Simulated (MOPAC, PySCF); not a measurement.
Dissociation curve of SiN, doublet.

Levels of theory: UMP2 = MP2 on UHF/cc-pVTZ, 6 core orbitals frozen in PySCF; AM1, unrestricted, heats of formation (MOPAC); UKS-M06-2X/6-31G* = unrestricted M06-2X/6-31G*, spherical d (PySCF); UKS-B3LYP/6-31G* = unrestricted B3LYP/6-31G*, spherical d (PySCF); CASSCF(9,8)/cc-pVTZ (PySCF).

Energies are in kcal/mol, each relative to the lowest point of its own curve near equilibrium.

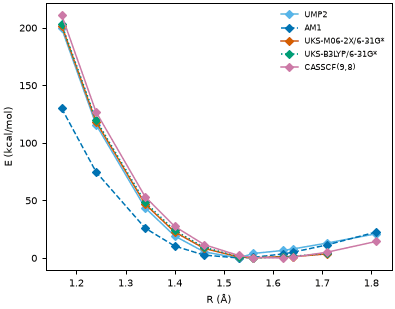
Energy against bond length for each method.

```csv
R / Å,UMP2,AM1,UKS-M06-2X/6-31G*,UKS-B3LYP/6-31G*,"CASSCF(9,8)"
1.17,199.5,130.0,201.9,203.2,211.1
1.24,115.9,74.7,118.3,120.0,126.8
1.34,43.5,25.9,46.7,48.4,53.1
1.40,19.1,10.3,22.5,23.9,27.4
1.46,5.2,2.5,8.3,9.3,11.5
1.53,0.0,0.0,0.9,1.2,2.1
1.56,3.9,0.5,0.0,0.0,0.4
1.62,6.5,3.5,1.2,0.7,0.0
1.64,7.8,4.9,1.1,1.4,0.6
1.71,12.9,11.3,3.5,4.0,5.0
1.81,21.0,22.6,—,—,14.4
```

At the longest distance, 1.81 Å, AM1 lies highest above its minimum (22.6 kcal/mol) and CASSCF(9,8) lowest (14.4 kcal/mol).

A dash means that the run gave no value there, or that the column was ended at a point which the program doubted or which failed a test of continuity chosen for this set; such a test can also cut sound points.

The scan ran from 1.17 to 6.23 Å; beyond the distances shown one of the unrestricted levels run for this scan, shown here or not, changes its spin distribution in one step. The unrestricted determinant behind UMP2 is spin-contaminated at 1.40 to 1.81 Å (<S²> up to 1.5, against 0.75 for a pure doublet).
